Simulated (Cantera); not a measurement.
A closed system holds: 1 mol Si, 2.7 mol F₂, 20 mol H₂, equilibrated at 1.00 bar.

Equilibrium computed with Cantera from the NASA thermochemical tables; the gas is ideal and each condensed phase is pure. Candidate condensed phases: Si; 25 gas species. The tables' values for SiF₃, SiF₂ are old estimates; treat these amounts as uncertain. Rates play no part.

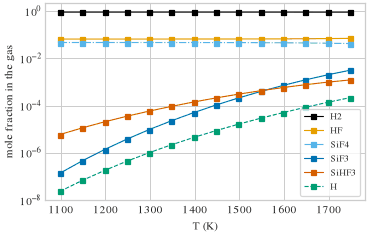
*Equilibrium gas composition (values under 1e-9 drawn at 1e-9)*

### Question
Read off the mole fractions at 1398 K.

### Answer
H₂ about 0.89, HF about 0.065, SiF₄ about 0.046, SiHF₃ about 0.00014, SiF₃ about 5.0e-5, H about 4.5e-6.
